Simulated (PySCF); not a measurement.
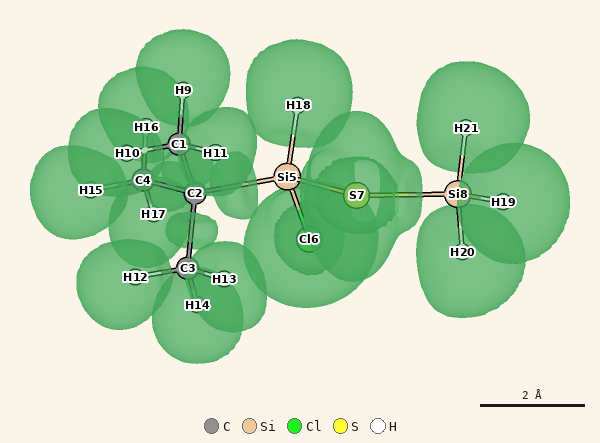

Figure 1: C4H13ClSSi2. Isosurface of the ELF at 0.75 (green), seen from one side. Only the valence region is drawn (cores and ρ < 0.01 e/Å³ removed).

Geometry: GFN2-xTB.

All numbers below come from PBE0/pcSseg-1, SCF density, gas phase, non-relativistic (PySCF 2.14.0).

```xyz
21

C    -1.3212    1.0777   -1.0642
C    -1.1167    0.0868    0.0831
C    -1.2679    0.8281    1.4144
C    -2.1793   -1.0097   -0.0036
Si    0.6241   -0.6947   -0.0502
Cl    0.9153   -2.0408    1.4341
S     2.0545    0.9078    0.0649
Si    3.9435   -0.0974    0.2749
H    -1.2409    0.5791   -2.0281
H    -2.3083    1.5331   -0.9964
H    -0.5737    1.8665   -1.0233
H    -2.2532    1.2886    1.4764
H    -0.5182    1.6115    1.5027
H    -1.1573    0.1466    2.2561
H    -3.1751   -0.5769    0.0834
H    -2.1205   -1.5352   -0.9545
H    -2.0556   -1.7376    0.7955
H     0.8322   -1.3976   -1.3133
H     4.8832    1.0083    0.2484
H     3.9396   -0.8213    1.5373
H     4.0864   -1.0062   -0.8557
```

What do the ELF domains correspond to?

The ELF exceeds this value in three regions between bonded C–C atoms (shared pairs), one region between bonded C–Si atoms (shared pairs), 13 regions around hydrogen nuclei, one region on Cl in which the atom's valence shell and bonds are merged and one region on S in which the atom's valence shell and bonds are merged. Along the contacts the grid gives the following. C–C (1.53 Å): the ELF peaks at about 0.95 between the atoms, as expected for a shared electron pair. C–Si (1.91 Å): the ELF peaks at about 0.95 between the atoms; a covalent bond.
